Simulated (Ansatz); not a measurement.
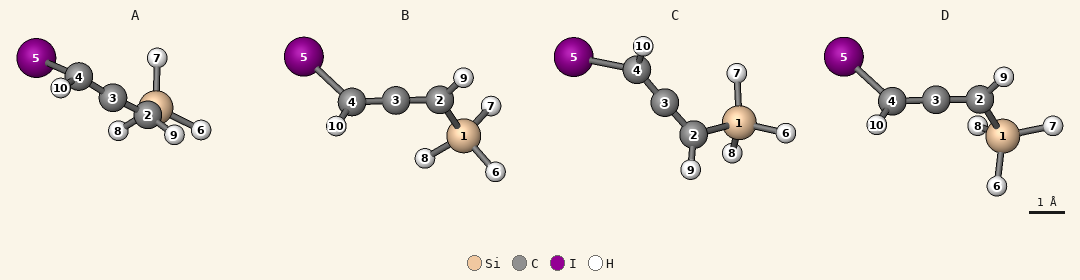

4 geometries from a converged minimum-energy path of C$_{3}$H$_{5}$ISi, shuffled. Style: ball-and-stick. Shown from a free direction.

Theory: Ansatz 0.2.0, RKS PBE-D4/def2-SVP. Run with 5 movable images; climbing image; force threshold 0.05 eV/Å; iteration limit 60; starting path through a guess of the saddle point.

Q: Which of them lies highest in energy?

A: A. In order along the path, whose images run from 0 to 6: C (image 0, 0.0 kJ/mol), A (image 3, +212.9 kJ/mol), B (image 5, +0.1 kJ/mol), D (image 6, +3.3 kJ/mol). No bond forms or breaks between the ends. Bond angles that change up to the highest image, for instance: C3–C4–I5 122.1° → 99.4°, C2–Si1–H6 109.8° → 106.1°.
